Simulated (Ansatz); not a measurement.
# CH6GeOSn: rigid scan of one bond length in Python

How does the energy of CH6GeOSn change as one bond is stretched? A script is to give a rigid scan of one bond length; the system is CH6GeOSn.

Program: Ansatz 0.2.0, driven from Python. Level of theory: PBE/def2-SVP. These are calculated values, not measurements.

**1. Starting point**

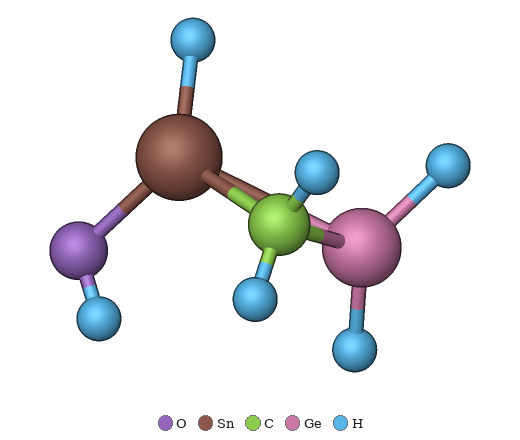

The structure that the script starts from, seen from a chosen angle (oxygen purple, tin brown, carbon green, germanium pink, hydrogen blue).

The script holds or builds the structure itself.

**2. The script**

ch6geosn.py

```python
"""Stretching a bond of CH6GeOSn, the rest held rigid."""

import ansatz as az
import matplotlib.pyplot as plt
import numpy as np

geometry = (
    az.Crystal.molecule()
    .atom("O", (-1.5151, -0.2959, -2.0243))
    .atom("Sn", (-1.1367, -0.7262, -0.162))
    .atom("C", (0.9044, -0.7294, 0.2667))
    .atom("Ge", (0.6635, 1.0903, 0.7665))
    .atom("H", (-0.7, 0.0444, -2.4369))
    .atom("H", (-2.4426, -0.7322, 0.9992))
    .atom("H", (1.2334, -1.3671, 1.1508))
    .atom("H", (1.6227, -0.8037, -0.6227))
    .atom("H", (0.4544, 1.3379, 2.337))
    .atom("H", (0.9992, 2.1308, -0.2714))
)

symbols = [site.symbol for site in geometry.cartesian_sites]
start = np.array([site.position_ang for site in geometry.cartesian_sites])
axis = (start[7] - start[2]) / np.linalg.norm(start[7] - start[2])
moving = [7]
lengths, energies = [0.97, 1.05, 1.15, 1.26, 1.43, 1.72, 2.06, 2.52], []
for length in lengths:
    xyz = start.copy()
    xyz[moving] += (length - np.linalg.norm(start[7] - start[2])) * axis
    point = az.Crystal.molecule()
    for symbol, place in zip(symbols, xyz):
        point = point.atom(symbol, place.tolist())
    calculation = point.calculation()
    calculation = calculation.basis(gaussian="def2-SVP").functional("PBE")
    calculation = calculation.accuracy("medium")
    rep = calculation.run(threads=1, pin="off").report
    energies.append(rep["free_energy_ev"])
    print(f"r = {length:6.3f} A  E = {energies[-1]:.5f} eV  <S^2> = {abs(rep['mean_field']['state']['spin_squared']):.3f}")

print("energy above the lowest point (eV):", [round(e - min(energies), 3) for e in energies])
plt.figure(figsize=(4.5, 3))
plt.plot(lengths, np.array(energies) - min(energies), "o-")
plt.xlabel("bond length (A)")
plt.ylabel("E - E(min) (eV)")
plt.tight_layout()
plt.savefig("scan.png", dpi=100)
```

**3. What the engine is handed**

The engine receives this input (first run):

```yaml
crystal:
  periodic: [false, false, false]
  atoms:
    - { symbol: O, position_ang: [-1.5151, -0.2959, -2.0243] }
    - { symbol: Sn, position_ang: [-1.1367, -0.7262, -0.162] }
    - { symbol: C, position_ang: [0.9044, -0.7294, 0.2667] }
    - { symbol: Ge, position_ang: [0.6635, 1.0903, 0.7665] }
    - { symbol: H, position_ang: [-0.7, 0.0444, -2.4369] }
    - { symbol: H, position_ang: [-2.4426, -0.7322, 0.9992] }
    - { symbol: H, position_ang: [1.2334, -1.3671, 1.1508] }
    - { symbol: H, position_ang: [1.512572339722331, -0.7923085407787404, -0.4863397869261328] }
    - { symbol: H, position_ang: [0.4544, 1.3379, 2.337] }
    - { symbol: H, position_ang: [0.9992, 2.1308, -0.2714] }
accuracy: medium
basis:
  gaussian:
    orbitals: def2-SVP
hamiltonian:
  xc: pbe
```

**4. The run**

Launch:

```bash
$ python ch6geosn.py
```

The program printed:

```text
r =  0.970 A  E = -65506.68229 eV  <S^2> = 0.000
r =  1.050 A  E = -65507.01764 eV  <S^2> = 0.000
r =  1.150 A  E = -65507.04201 eV  <S^2> = 0.000
r =  1.260 A  E = -65506.77941 eV  <S^2> = 0.000
r =  1.430 A  E = -65506.11188 eV  <S^2> = 0.000
r =  1.720 A  E = -65504.88819 eV  <S^2> = 0.000
r =  2.060 A  E = -65503.81603 eV  <S^2> = 0.000
r =  2.520 A  E = -65502.97074 eV  <S^2> = 0.000
energy above the lowest point (eV): [0.36, 0.024, 0.0, 0.263, 0.93, 2.154, 3.226, 4.071]
```

Run time: 36 s. Hardware: 1 thread of Arm Neoverse V2, shared host; peak memory 0.27 GiB.

**5. What changed from run to run**

The engine's inputs for some of the other runs:

Run 2, against run 1:

```diff
@@ -11 +11 @@
-    - { symbol: H, position_ang: [1.512572339722331, -0.7923085407787404, -0.4863397869261328] }
+    - { symbol: H, position_ang: [1.5627308832045852, -0.7974968740388426, -0.5484461611056076] }
```

Run 6, against run 1:

```diff
@@ -11 +11 @@
-    - { symbol: H, position_ang: [1.512572339722331, -0.7923085407787404, -0.4863397869261328] }
+    - { symbol: H, position_ang: [1.9828086848684632, -0.8409491650921993, -1.0685870448587096] }
```

Run 7, against run 1:

```diff
@@ -11 +11 @@
-    - { symbol: H, position_ang: [1.512572339722331, -0.7923085407787404, -0.4863397869261328] }
+    - { symbol: H, position_ang: [2.1959824946680433, -0.862999581447634, -1.3325391351214777] }
```

**6. The engine's runs**

One row for each of the 8 runs:

| run | distance (Å) | energy from run 3 (eV) | SCF cycles | CPU time (s) |
| --- | --- | --- | --- | --- |
| 1 | 0.97 | 0.3597 | 18 | 3.7 |
| 2 | 1.05 | 0.0244 | 18 | 3.6 |
| 3 | 1.15 | 0.0000 | 18 | 3.7 |
| 4 | 1.26 | 0.2626 | 18 | 3.6 |
| 5 | 1.43 | 0.9301 | 18 | 3.6 |
| 6 | 1.72 | 2.1538 | 28 | 5.4 |
| 7 | 2.06 | 3.2260 | 26 | 5.2 |
| 8 | 2.52 | 4.0713 | 24 | 5.5 |

**7. Results**

| quantity | value |
| --- | --- |
| runs compared | 8 |
| range of energy | 4.071 eV |
| lowest point, distance (Å) | 1.15 |

The curve has its lowest point inside the range, at 1.15. The ends stand 0.36 and 4.07 eV above it. The distance scanned is the script's pair 2, 7. The rest of the molecule is held rigid at a force-field or estimated start geometry, and the basis set is modest; single-reference methods fail as a bond breaks. def2 sets replace the cores of elements past krypton by effective core potentials. The orbitals are restricted, so S² is zero by construction. Toward dissociation an unrestricted state lies under the restricted one, by 1 to 2 eV or more.
